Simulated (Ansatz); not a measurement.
Frequency calculation of GeH2Cl2OF

GeH2Cl2OF, multiplicity 2, computed with UKS PBE0/def2-SVP (Ansatz 0.2.0).

It belongs to a series of runs on one base structure; here: vibrations at the highest image of the band. Figures and captions count atoms from 1; the log counts them from 0 in places.

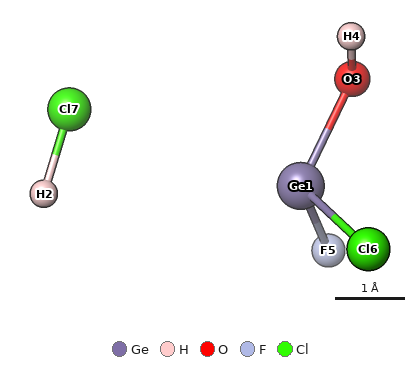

Figure 1. The input geometry (ball-and-stick view, seen at a tilt; atoms are numbered from 1 in the order of the input). Sticks mark near contacts.

## The input
```yaml
crystal:
  periodic: [false, false, false]
  atoms:
    - { symbol: Ge, position_ang: [-0.069226, -0.128886, -0.280633] }
    - { symbol: H, position_ang: [-0.649994, -0.063706, 3.434369] }
    - { symbol: O, position_ang: [1.58119, 0.122325, -0.867268] }
    - { symbol: H, position_ang: [2.166175, -0.624355, -0.690878] }
    - { symbol: F, position_ang: [-0.899857, 1.242484, -0.949387] }
    - { symbol: Cl, position_ang: [-0.928127, -1.923052, -1.178843] }
    - { symbol: Cl, position_ang: [0.617539, -0.017511, 3.20844] }
magnetization:
  spin_polarized: true
  initial_magnetization: 1
basis:
  gaussian: { orbitals: def2-SVP }
hamiltonian:
  xc: pbe0
phonons: {}
```

Launch command:
```bash
ansatz run input.yaml --threads 4 --pin off --max-ram 5120MiB --backend cpu --events-out ev --progress --plain --runs-dir out
```

## Output
```
Engine: ansatz 0.2.0, x86_64-unknown-linux-gnu
Functional definition: PBE0
  parameter a = 0.25
  parameter kappa = 0.804
  parameter beta = 0.06672455060314922
  exchange = (1 - a)*pbe_x(kappa = kappa, mu = beta*pi^2/3) + a*exact_x
  correlation = pbe_c(beta = beta)
1064 factors; integrals over basis functions are off by at most 2.3e-4 eV
mean field evaluation 1: about -86317.1424 eV, gradient 4.1e1 eV
mean field evaluation 2: about -86295.8501 eV, gradient 8.3e1 eV
mean field evaluation 4: about -86322.9083 eV, gradient 5.9e0 eV
mean field evaluation 8: about -86323.0422 eV, gradient 1.6e-1 eV
mean field evaluation 16: about -86323.0423 eV, gradient 1.3e-4 eV
mean field -86323.04229734 eV, -3172.3132925677 hartree, gradient 3.5e-5 eV, S^2 0.753137; 0 other end points of the search recorded, 0 dependent functions left out
the calculation of the forces begins
reference -86323.04232268 eV, -3172.3132934990 hartree; 43, 42 occupied and 63, 64 virtual orbitals, 1064 factors
these checks for a lower state are left out or cut short: stability, starts, cluster_reference, orbital_swaps, neighbouring_geometries, increment
1064 factors; integrals over basis functions are off by at most 2.3e-4 eV
mean field -86323.04225312 eV, -3172.3132909425 hartree, gradient 1.5e-6 eV, S^2 0.753131; 0 other end points of the search recorded, 0 dependent functions left out
[... from here on the field's lines of each further geometry are left out, up to the last ...]
the calculation of the forces begins
reference -86323.04233616 eV, -3172.3132939941 hartree; 43, 42 occupied and 63, 64 virtual orbitals, 1064 factors
these checks for a lower state are left out or cut short: stability, starts, cluster_reference, orbital_swaps, neighbouring_geometries, increment
1064 factors; integrals over basis functions are off by at most 2.3e-4 eV
mean field -86323.04227504 eV, -3172.3132917481 hartree, gradient 2.0e-6 eV, S^2 0.753137; 0 other end points of the search recorded, 0 dependent functions left out
the calculation of the forces begins
reference -86323.04230038 eV, -3172.3132926793 hartree; 43, 42 occupied and 63, 64 virtual orbitals, 1064 factors
WARN: phonons: modes at or below zero, which the zero-point energy, F, S and C_V leave out: 1, the lowest at -27.27 cm⁻¹. A minimum has none, and a first-order saddle one
Total energy: -86323.04232268 eV, -3172.3132934990 hartree
Atom 0 at    -0.069226    -0.128886    -0.280633 Å, force     0.023284     0.023923    -0.006281 eV/Å
Atom 1 at    -0.649994    -0.063706     3.434369 Å, force     0.049080     0.000804    -0.009344 eV/Å
Atom 2 at     1.581190     0.122325    -0.867268 Å, force    -0.023456     0.031209    -0.004416 eV/Å
Atom 3 at     2.166175    -0.624355    -0.690878 Å, force     0.010169    -0.038013     0.013691 eV/Å
Atom 4 at    -0.899857     1.242484    -0.949387 Å, force    -0.007746    -0.009798     0.008183 eV/Å
Atom 5 at    -0.928127    -1.923052    -1.178843 Å, force    -0.003774    -0.009379    -0.008976 eV/Å
Atom 6 at     0.617539    -0.017511     3.208440 Å, force    -0.047557     0.001252     0.007142 eV/Å
Dipole moment:     0.108111    -0.304287     0.603678 e Å
Vibrations: -27.27 13.60 52.42 105.44 119.26 191.49 209.49 222.72 245.12 398.93 699.90 715.51 850.95 2992.06 3893.70 cm⁻¹, zero-point energy 0.663972 eV
```

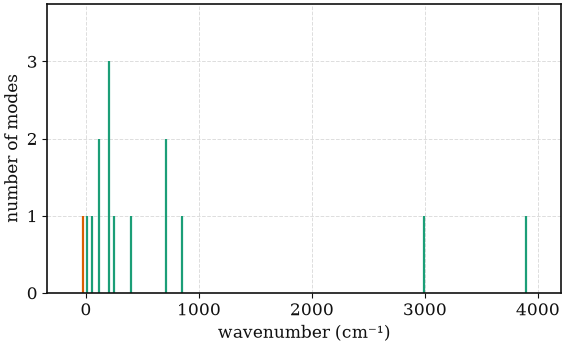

Figure 2. Harmonic vibrational wavenumbers from the force constants; neighbouring modes closer than 18 cm⁻¹ are counted in one stick, and imaginary ones are drawn at negative wavenumbers. 15 modes from 27i to 3894 cm⁻¹, 1 imaginary beyond 8i (27i cm⁻¹): not a clean minimum; so soft a mode can be a shallow saddle, an incomplete relaxation or noise of the force constants.

## Summary

- outcome: converged
- total energy: −86323.0423 eV
- mean-field energy: −86323.0423 eV
- ⟨S²⟩: 0.753
- largest force (length of the vector): 0.050 eV/Å
- hardware: 4 threads of AMD EPYC (Zen 3), 24 GiB of memory available, shared host
- wall time: 52 s (CPU time 3.2 min)
- peak memory: 0.4 GiB
